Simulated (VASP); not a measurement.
# Si3Os: structure and properties in VASP, part 3 of 4

What structure does Si3Os take at this level, and what are its properties? The cell is invented: other elements were put on sites of a known structure type. It may not be a known or stable phase. Left out of this account: 1 further run (bands with TPSS: it shows nothing beyond the runs told).

VASP 6.6.1, plane waves and PAW; the level of theory is named at each step.

So far. Step 3 (Relaxing cell and atoms (TPSS)): It ends with forces that vanish by symmetry and a pressure of 0.06 GPa. Step 4 (Single point with fields (TPSS)): In this run the pressure is 0.06 GPa, small enough to go on. The relaxed cell has a = 3.874, c = 7.010 Å (conventional setting).

### Step 5. Band structure (TPSS)

Level of this step: TPSS; plane waves and PAW (Si, Os); invented cell (VASP).

The mesh alone shows little of the dispersion and can miss band extrema, so KPOINTS_OPT adds a path through the symmetry points after the self-consistent cycle.

INCAR reads:

```
SYSTEM = Si3Os
PREC = Accurate
ENCUT = 400
EDIFF = 1E-06
NELM = 100
ISMEAR = 0
SIGMA = 0.05
LREAL = .FALSE.
ALGO = Normal
METAGGA = TPSS
LASPH = .TRUE.
NBANDS = 24
LORBIT = 11
LWAVE = .FALSE.
LCHARG = .FALSE.
KPAR = 2
```

POSCAR reads:

```
Si3Os
1.0
   -1.9372027446      1.9372027446      3.5048178866
    1.9372027446     -1.9372027446      3.5048178866
    1.9372027446      1.9372027446     -3.5048178866
Si Os
3 1
Direct
    0.5000000000      0.5000000000      0.0000000000
    0.7500000000      0.2500000000      0.5000000000
    0.2500000000      0.7500000000      0.5000000000
    0.0000000000      0.0000000000      0.0000000000
```

KPOINTS reads:

```
Automatic mesh
0
Gamma
8 8 8
0 0 0
```

KPOINTS_OPT reads:

```
Line mode
16
Line-mode
Reciprocal
  0.00000000   0.00000000   0.00000000 GAMMA
  0.00000000   0.00000000   0.50000000 X

  0.00000000   0.00000000   0.50000000 X
 -0.15275282   0.15275282   0.50000000 Y

 -0.15275282   0.15275282   0.50000000 Y
 -0.32637641   0.32637641   0.32637641 S

 -0.32637641   0.32637641   0.32637641 S
  0.00000000   0.00000000   0.00000000 GAMMA

  0.00000000   0.00000000   0.00000000 GAMMA
  0.50000000   0.50000000  -0.50000000 Z

  0.50000000   0.50000000  -0.50000000 Z
  0.32637641   0.67362359  -0.32637641 S1

  0.32637641   0.67362359  -0.32637641 S1
  0.00000000   0.50000000   0.00000000 N

  0.00000000   0.50000000   0.00000000 N
  0.25000000   0.25000000   0.25000000 P

  0.25000000   0.25000000   0.25000000 P
  0.50000000   0.50000000  -0.15275282 Y1

  0.50000000   0.50000000  -0.15275282 Y1
  0.50000000   0.50000000  -0.50000000 Z

  0.00000000   0.00000000   0.50000000 X
  0.25000000   0.25000000   0.25000000 P
```

Potentials, in the order of the species: Si and Os (PBE family, release 64).

Command:

```
$ mpirun -np 2 vasp_std
```

The log of the run:

```text
[... set-up lines as in an earlier step ...]
 entering main loop
       N       E                     dE             d eps       ncg     rms          rms(c)
DAV:   1     0.162243421533E+03    0.16224E+03   -0.10299E+04  2848   0.994E+02
DAV:   2     0.283346578466E+02   -0.13391E+03   -0.12193E+03  3928   0.271E+02
DAV:   3     0.190209444276E+02   -0.93137E+01   -0.91425E+01  4080   0.681E+01
DAV:   4     0.186769594701E+02   -0.34398E+00   -0.34342E+00  4600   0.158E+01
DAV:   5     0.186691382361E+02   -0.78212E-02   -0.78201E-02  4416   0.217E+00    0.254E+01
DAV:   6    -0.487905796027E+02   -0.67460E+02   -0.14118E+02  2832   0.716E+01    0.269E+01
DAV:   7    -0.426013091186E+02    0.61893E+01   -0.78487E+00  3768   0.158E+01    0.132E+01
DAV:   8    -0.409498476411E+02    0.16515E+01   -0.31969E+00  4152   0.919E+00    0.561E+00
DAV:   9    -0.408280508657E+02    0.12180E+00   -0.10932E+00  4552   0.572E+00    0.168E+00
DAV:  10    -0.408225302331E+02    0.55206E-02   -0.28609E-02  3280   0.923E-01    0.781E-01
DAV:  11    -0.408121130505E+02    0.10417E-01   -0.25273E-02  4424   0.100E+00    0.176E-01
DAV:  12    -0.408125877668E+02   -0.47472E-03   -0.22731E-03  3400   0.231E-01    0.638E-02
DAV:  13    -0.408125695850E+02    0.18182E-04   -0.26506E-05  3664   0.386E-02    0.405E-02
DAV:  14    -0.408125734107E+02   -0.38257E-05   -0.27956E-06  3424   0.992E-03    0.170E-02
DAV:  15    -0.408125680221E+02    0.53886E-05   -0.20846E-05  4136   0.311E-02    0.420E-03
DAV:  16    -0.408125679390E+02    0.83152E-07   -0.14762E-06  2432   0.743E-03
   1 F= -.40812568E+02 E0= -.40811263E+02  d E =-.260988E-02
 Start KPOINTS_OPT (optional k-point list driver)
k-point batch [1-59\176]
       N       E                     dE             ncg
DAV:   1     0.112384059304E+05   -0.19467E+05     2928
DAV:   2     0.706211064721E+04   -0.41763E+04     3392
DAV:   3     0.687910780445E+04   -0.18300E+03     3752
DAV:   4     0.687799320025E+04   -0.11146E+01     3232
DAV:   5     0.687797992267E+04   -0.13278E-01     3784
DAV:   6     0.687797971563E+04   -0.20703E-03     3368
DAV:   7     0.687797971221E+04   -0.34213E-05     3336
DAV:   8     0.687797971197E+04   -0.23775E-06     2536
[...]
k-point batch [119-176\176]
       N       E                     dE             ncg
DAV:   1     0.117245559391E+05   -0.24662E+05     2872
DAV:   2     0.745958139293E+04   -0.42650E+04     3320
DAV:   3     0.727162393277E+04   -0.18796E+03     3720
DAV:   4     0.727039291854E+04   -0.12310E+01     3112
DAV:   5     0.727037864096E+04   -0.14278E-01     3688
DAV:   6     0.727037842552E+04   -0.21544E-03     3288
DAV:   7     0.727037842219E+04   -0.33322E-05     3288
DAV:   8     0.727037842194E+04   -0.25160E-06     2296
```

Run time: 2.5 min. Hardware: 2 MPI ranks of Intel Xeon 6975P-C (Granite Rapids), shared host; peak memory 0.39 GiB; 4.9 min of CPU time.

From OUTCAR (step 5):

```text
   k-points           NKPTS =     59   k-points in BZ     NKDIM =     59   number of bands    NBANDS=     24

   NELECT =      20.0000    total number of electrons

 E-fermi :  11.0961

 k-point     1 :       0.0000    0.0000    0.0000
  band No.  band energies     occupation
    ...
      6       6.9979      2.00000
      7       8.2192      2.00000
      8       8.2422      2.00000
      9       9.3418      2.00000
     10       9.3418      2.00000
     11      11.5589      0.00000
     12      12.0284      0.00000
     13      13.6422      0.00000
     14      13.6422      0.00000
     15      15.3651      0.00000
    ...

  Total        0.0339096      0.0339096     -0.0018662      0.0000000     -0.0000000      0.0000000
  in kB        1.0326616      1.0326616     -0.0568314      0.0000000     -0.0000000      0.0000000
  external PRESSURE =       0.6694973 kB  Pullay stress =       0.0000000 kB

 POSITION                                       TOTAL-FORCE (eV/Angst)
 -----------------------------------------------------------------------------------
      0.00000      0.00000      3.50482         0.000000     -0.000000      0.000000
      0.00000      1.93720      1.75241         0.000000     -0.000000      0.000000
      1.93720      0.00000      1.75241        -0.000000      0.000000     -0.000000
      0.00000      0.00000      0.00000         0.000000     -0.000000      0.000000
 -----------------------------------------------------------------------------------
    total drift:                               -0.000000      0.000000      0.000000

  FREE ENERGIE OF THE ION-ELECTRON SYSTEM (eV)
  ---------------------------------------------------
  free  energy   TOTEN  =       -40.8125679390 eV

  energy  without entropy=      -40.8099580564  energy(sigma->0) =      -40.81126300

[... 8 parts as in an earlier step ...]

[... 8 further parts left out ...]
```

Spin-orbit coupling is off here; with elements this heavy it splits and shifts levels by tenths of an eV or more.

Numbers from this step:

* SCF cycles: 16
* bands: 24
* pressure: 0.06695 GPa

Electronic bands along the path, in eV, zero at the Fermi level; # counts the bands kept, so #1 is VASP's band 2:

| point | #6 | #7 | #8 | #9 | #10 | #11 | #12 | #13 |
| --- | --- | --- | --- | --- | --- | --- | --- | --- |
| Γ | -2.88 | -2.85 | -1.75 | -1.75 | 0.46 | 0.93 | 2.55 | 2.55 |
| X | -4.15 | -1.96 | -1.78 | 0.56 | 1.70 | 2.32 | 2.46 | 4.25 |
| Y | -3.92 | -2.13 | -1.19 | 0.42 | 1.13 | 2.93 | 3.74 | 4.18 |
| S | -3.07 | -2.15 | -1.20 | -0.51 | 0.26 | 1.84 | 4.17 | 4.63 |
| Γ | -2.88 | -2.85 | -1.75 | -1.75 | 0.46 | 0.93 | 2.55 | 2.55 |
| Z | -2.91 | -2.91 | -2.39 | 0.42 | 2.14 | 3.56 | 4.45 | 4.45 |
| S1 | -3.07 | -2.15 | -1.20 | -0.51 | 0.26 | 1.84 | 4.17 | 4.63 |
| N | -3.34 | -2.03 | -1.62 | -1.30 | 0.49 | 2.73 | 3.08 | 3.47 |
| P | -2.92 | -2.26 | -1.77 | -0.64 | 0.96 | 1.60 | 1.60 | 6.81 |
| Y1 | -3.92 | -2.13 | -1.19 | 0.42 | 1.13 | 2.93 | 3.74 | 4.18 |
| Z | -2.91 | -2.91 | -2.39 | 0.42 | 2.14 | 3.56 | 4.45 | 4.45 |
| jump to X | -4.15 | -1.96 | -1.78 | 0.56 | 1.70 | 2.32 | 2.46 | 4.25 |
| P | -2.92 | -2.26 | -1.77 | -0.64 | 0.96 | 1.60 | 1.60 | 6.81 |

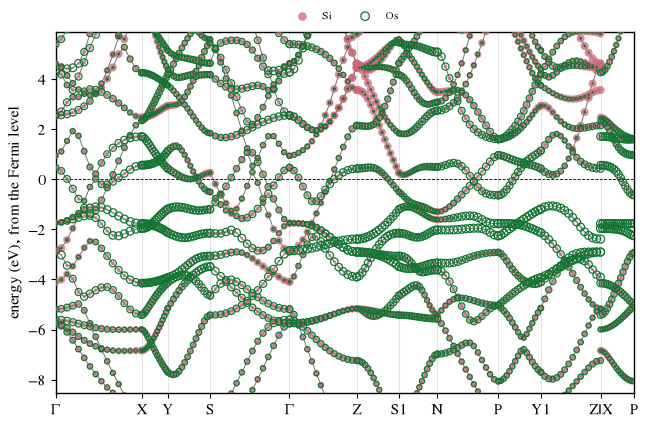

Electronic bands along the path; dots are coloured as in the legend, and their area grows with the weight.

There is no gap at this level.

### Step 6. Density of states (TPSS)

A density of states needs more k-points than a total energy; ISMEAR = -5 takes tetrahedra, and LORBIT projects the states on the PAW spheres. The mesh is finer than in the run before.

Changes to INCAR since step 5:

```diff
@@ -5,3 +5,3 @@
 NELM = 100
-ISMEAR = 0
+ISMEAR = -5
 SIGMA = 0.05
@@ -16 +16,2 @@
 KPAR = 2
+NEDOS = 2001
```

POSCAR is that of step 5.

KPOINTS reads:

```
Automatic mesh
0
Gamma
12 12 12
0 0 0
```

Command:

```
$ mpirun -np 2 vasp_std
```

The log of the run:

```text
[... set-up lines as in an earlier step ...]
 entering main loop
       N       E                     dE             d eps       ncg     rms          rms(c)
DAV:   1     0.161653757192E+03    0.16165E+03   -0.10368E+04  7968   0.997E+02
DAV:   2     0.280791181195E+02   -0.13357E+03   -0.12195E+03 10872   0.271E+02
DAV:   3     0.190189022540E+02   -0.90602E+01   -0.89046E+01 11304   0.671E+01
DAV:   4     0.186884427671E+02   -0.33046E+00   -0.32994E+00 12696   0.155E+01
DAV:   5     0.186805518549E+02   -0.78909E-02   -0.78886E-02 12448   0.215E+00    0.253E+01
DAV:   6    -0.487633793614E+02   -0.67444E+02   -0.14134E+02  7824   0.715E+01    0.269E+01
DAV:   7    -0.425940060438E+02    0.61694E+01   -0.83815E+00 10464   0.158E+01    0.131E+01
DAV:   8    -0.409731844912E+02    0.16208E+01   -0.31307E+00 11464   0.908E+00    0.565E+00
DAV:   9    -0.408326683638E+02    0.14052E+00   -0.11563E+00 12648   0.585E+00    0.162E+00
DAV:  10    -0.408270338662E+02    0.56345E-02   -0.32212E-02  8920   0.979E-01    0.763E-01
DAV:  11    -0.408192092587E+02    0.78246E-02   -0.14600E-02 12232   0.722E-01    0.224E-01
DAV:  12    -0.408191903541E+02    0.18905E-04   -0.32350E-03 12272   0.304E-01    0.739E-02
DAV:  13    -0.408191430526E+02    0.47301E-04   -0.17829E-04 10144   0.844E-02    0.487E-02
DAV:  14    -0.408191414866E+02    0.15661E-05   -0.95775E-06  9640   0.156E-02    0.124E-02
DAV:  15    -0.408191441319E+02   -0.26453E-05   -0.70420E-06 10816   0.173E-02    0.524E-03
DAV:  16    -0.408191433729E+02    0.75897E-06   -0.54348E-07  5272   0.515E-03
   1 F= -.40819143E+02 E0= -.40819143E+02  d E =0.000000E+00
 -----------------------------------------------------------------------------
|                                                                             |
|           W    W    AA    RRRRR   N    N  II  N    N   GGGG   !!!           |
|           W    W   A  A   R    R  NN   N  II  NN   N  G    G  !!!           |
|           W    W  A    A  R    R  N N  N  II  N N  N  G       !!!           |
|           W WW W  AAAAAA  RRRRR   N  N N  II  N  N N  G  GGG   !            |
|           WW  WW  A    A  R   R   N   NN  II  N   NN  G    G                |
|           W    W  A    A  R    R  N    N  II  N    N   GGGG   !!!           |
|                                                                             |
|     Tetrahedron method does not include variations of the Fermi             |
|     occupations, so forces and stress will be inaccurate. We suggest        |
|     using a different smearing scheme ISMEAR = 1 or 2 for metals in         |
|     relaxations.                                                            |
|                                                                             |
 -----------------------------------------------------------------------------
```

Run time: 3.1 min. Hardware: 2 MPI ranks; peak memory 0.48 GiB; 6.2 min of CPU time.

Parts of OUTCAR (step 6):

```text
   k-points           NKPTS =    163   k-points in BZ     NKDIM =    163   number of bands    NBANDS=     24

   NELECT =      20.0000    total number of electrons

 E-fermi :  11.1229

 k-point     1 :       0.0000    0.0000    0.0000
  band No.  band energies     occupation
    ...
      6       7.0000      2.00000
      7       8.2194      2.00000
      8       8.2362      2.00000
      9       9.3443      2.00000
     10       9.3443      2.00000
     11      11.5579     -0.81827
     12      12.0268      0.00000
     13      13.6339      0.00000
     14      13.6339      0.00000
     15      15.3572      0.00000
    ...

  Total        0.1278131      0.1278131     -0.1343245      0.0000000     -0.0000000      0.0000000
  in kB        3.8923361      3.8923361     -4.0906302      0.0000000     -0.0000000      0.0000000
  external PRESSURE =       1.2313473 kB  Pullay stress =       0.0000000 kB

 POSITION                                       TOTAL-FORCE (eV/Angst)
 -----------------------------------------------------------------------------------
      0.00000      0.00000      3.50482         0.000000      0.000000      0.000000
      0.00000      1.93720      1.75241         0.000000     -0.000000     -0.000000
      1.93720      0.00000      1.75241        -0.000000      0.000000     -0.000000
      0.00000      0.00000      0.00000         0.000000      0.000000      0.000000
 -----------------------------------------------------------------------------------
    total drift:                                0.000000     -0.000000     -0.000000

  FREE ENERGIE OF THE ION-ELECTRON SYSTEM (eV)
  ---------------------------------------------------
  free  energy   TOTEN  =       -40.8191433729 eV

  energy  without entropy=      -40.8191433729  energy(sigma->0) =      -40.81914337

[... 6 parts as in an earlier step ...]

[... 10 further parts left out ...]
```

With tetrahedra the forces and stress of a metal are not exact derivatives of the energy.

Numbers from this step:

* irreducible k-points: 163
* free energy (TOTEN): -40.82 eV
* Fermi energy: 11.12 eV
* pressure: 0.1231 GPa
* DOS at the Fermi level: 2.222 states/eV/cell

The density of states has structure finer than the step of the table below, so its rows give means over 1 eV, whole bins alone (the curve runs from -12.0 to 5.30 eV). Peaks (eV: height): total -3.4: 3.93, -2.0: 4.29, -1.3: 4.28, 3.7: 3.21; Os d -3.4: 2.10, -2.0: 2.88, -1.8: 1.24, -1.3: 2.03; Si p -5.6: 0.573, 3.7: 0.640, 4.2: 0.678, 4.7: 0.727; Si s -11.7: 0.293, -10.6: 0.332, -9.2: 0.439, -0.4: 0.380; Os s -3.4: 0.118, -2.0: 0.235, 3.9: 0.106, 4.7: 0.135.

States under -12.0 eV and over 5.3 eV are left out. Density of states against energy, zero at the Fermi level; means over each step; values in states/eV/cell:

| energy (eV) | total | Os d | Si p | Si s | Os s |
| --- | --- | --- | --- | --- | --- |
| -11 | 0.834 | 0.0424 | 0.0611 | 0.257 | 0.0306 |
| -10 | 0.872 | 0.0727 | 0.0765 | 0.249 | 0.0263 |
| -9 | 1.16 | 0.131 | 0.109 | 0.309 | 0.0334 |
| -8 | 0.967 | 0.152 | 0.117 | 0.205 | 0.0302 |
| -7 | 1.23 | 0.204 | 0.236 | 0.110 | 0.0688 |
| -6 | 1.84 | 0.453 | 0.389 | 0.0642 | 0.0525 |
| -5 | 1.74 | 0.555 | 0.284 | 0.0998 | 0.0401 |
| -4 | 2.12 | 0.957 | 0.256 | 0.0831 | 0.0645 |
| -3 | 2.02 | 0.995 | 0.228 | 0.0579 | 0.0481 |
| -2 | 2.30 | 1.34 | 0.172 | 0.0820 | 0.0687 |
| -1 | 2.20 | 0.888 | 0.248 | 0.165 | 0.0247 |
| 0 | 2.30 | 0.766 | 0.275 | 0.284 | 0.0541 |
| 1 | 1.44 | 0.404 | 0.207 | 0.189 | 0.0256 |
| 2 | 1.75 | 0.554 | 0.301 | 0.161 | 0.0101 |
| 3 | 1.67 | 0.400 | 0.350 | 0.134 | 0.0325 |
| 4 | 2.54 | 0.515 | 0.546 | 0.156 | 0.0863 |

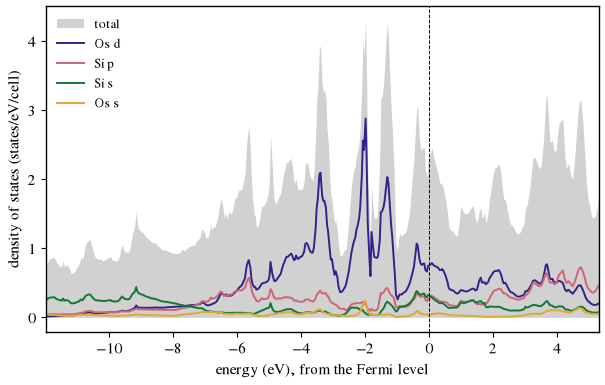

Density of states against energy.

The finer mesh and the other smearing move the Fermi level by +0.03 eV from the 8×8×8 run, a small shift, which tests the Fermi level alone. Of the states within 0.3 eV of the Fermi level, the largest shares in the PAW spheres are Os d 33 %, Si s 13 % and Si p 12 %. The rest lies in smaller channels or between the spheres.

### Step 7. Starting orbitals for the hybrid

This step: PBE; plane waves and PAW (Si, Os); invented cell (VASP 6.6.1).

A hybrid converges badly from random orbitals, so a cheap semilocal run writes a WAVECAR on the same mesh first.

INCAR reads:

```
SYSTEM = Si3Os
PREC = Accurate
ENCUT = 400
EDIFF = 1E-05
NELM = 100
ISMEAR = 0
SIGMA = 0.05
LREAL = .FALSE.
ALGO = Normal
GGA = PE
NBANDS = 16
LORBIT = 11
LWAVE = .TRUE.
LCHARG = .FALSE.
KPAR = 2
```

POSCAR is that of step 6.

KPOINTS reads:

```
Automatic mesh
0
Gamma
5 5 5
0 0 0
```

Command:

```
$ mpirun -np 2 vasp_std
```

The log of the run:

```text
[banner, memory and clock lines left out]
running    2 mpi-ranks, on    1 nodes
 distrk:  each k-point on    1 cores,    2 groups
 distr:  one band on    1 cores,    1 groups

 POSCAR found type information on POSCAR SiOs
 POSCAR found :  2 types and       4 ions
 LDA part: xc-table for (Slater+PW92), standard interpolation
 POSCAR, INCAR and KPOINTS ok, starting setup
 FFT: planning ... GRIDC
 FFT: planning ... GRID_SOFT
 FFT: planning ... GRID
 WAVECAR not read
 entering main loop
       N       E                     dE             d eps       ncg     rms          rms(c)
DAV:   1     0.472102188659E+02    0.47210E+02   -0.76023E+03   608   0.897E+02
DAV:   2    -0.247654054110E+02   -0.71976E+02   -0.68791E+02   736   0.219E+02
DAV:   3    -0.273439549669E+02   -0.25785E+01   -0.25259E+01   800   0.327E+01
DAV:   4    -0.273702670606E+02   -0.26312E-01   -0.26294E-01   688   0.406E+00
DAV:   5    -0.273707771072E+02   -0.51005E-03   -0.50999E-03   784   0.440E-01    0.192E+01
DAV:   6    -0.266719244456E+02    0.69885E+00   -0.61961E+00   888   0.176E+01    0.624E+00
DAV:   7    -0.264265614231E+02    0.24536E+00   -0.14331E+00   880   0.101E+01    0.627E+00
DAV:   8    -0.263591812913E+02    0.67380E-01   -0.16815E-01   744   0.288E+00    0.571E-01
DAV:   9    -0.263592911297E+02   -0.10984E-03   -0.70563E-03   712   0.544E-01    0.394E-01
DAV:  10    -0.263593752001E+02   -0.84070E-04   -0.10821E-03   824   0.237E-01    0.740E-02
DAV:  11    -0.263592274713E+02    0.14773E-03   -0.47696E-04   904   0.175E-01    0.261E-02
DAV:  12    -0.263592290185E+02   -0.15472E-05   -0.19264E-05   504   0.305E-02
   1 F= -.26359229E+02 E0= -.26355519E+02  d E =-.741976E-02
 writing wavefunctions
```

Run time: 4 s. Hardware: 2 MPI ranks; peak memory 0.3 GiB; 6.8 s of CPU time.

From OUTCAR (step 7):

```text
   k-points           NKPTS =     18   k-points in BZ     NKDIM =     18   number of bands    NBANDS=     16

   NELECT =      20.0000    total number of electrons

 E-fermi :  11.1817

 k-point     1 :       0.0000    0.0000    0.0000
  band No.  band energies     occupation
    ...
      6       7.0267      2.00000
      7       8.1853      2.00000
      8       8.2731      2.00000
      9       9.3627      2.00000
     10       9.3627      2.00000
     11      11.6202      0.00000
     12      11.9711      0.00000
     13      13.6541      0.00000
     14      13.6541      0.00000
     15      15.3771      0.00000
    ...

  Total        1.6467819      1.6467819      1.1293923      0.0000000     -0.0000000     -0.0000000
  in kB       50.1500164     50.1500164     34.3937725      0.0000000     -0.0000000     -0.0000000
  external PRESSURE =      44.8979351 kB  Pullay stress =       0.0000000 kB

 POSITION                                       TOTAL-FORCE (eV/Angst)
 -----------------------------------------------------------------------------------
      0.00000      0.00000      3.50482         0.000000      0.000000      0.000000
      0.00000      1.93720      1.75241        -0.000000      0.000000     -0.000000
      1.93720      0.00000      1.75241         0.000000     -0.000000     -0.000000
      0.00000      0.00000      0.00000         0.000000      0.000000      0.000000
 -----------------------------------------------------------------------------------
    total drift:                               -0.000000      0.000000     -0.000000

  FREE ENERGIE OF THE ION-ELECTRON SYSTEM (eV)
  ---------------------------------------------------
  free  energy   TOTEN  =       -26.3592290185 eV

  energy  without entropy=      -26.3518092621  energy(sigma->0) =      -26.35551914

[... 6 parts as in an earlier step ...]

[... 10 further parts left out ...]
```

At this level the cell is under a pressure of 4.5 GPa, so at these settings it is away from equilibrium.

Numbers from this step:

| Quantity | Value |
| --- | --- |
| SCF cycles | 12 |
| bands | 16 |
| irreducible k-points | 18 |
| free energy (TOTEN) | -26.36 eV |
| energy at zero smearing | -26.36 eV |
| Fermi energy | 11.18 eV |
| pressure | 4.490 GPa |

(Part 3 of 4 ends here.)

[Lines on the potential files, build, host, timing and source positions are cut from VASP's logs without a mark.]

[Logs are printed without paths, hosts, clocks, repeated set-up lines and the standing remarks that a program may print on its own settings, such as how far it seeks lower states.]

[Hosts, paths, dates, database ids (printed as entryN), source tags and the programs' standing remarks are cut or masked in the printed files.]

[A measured line is paired with the nearest computed mode of its activity, which favours agreement.]
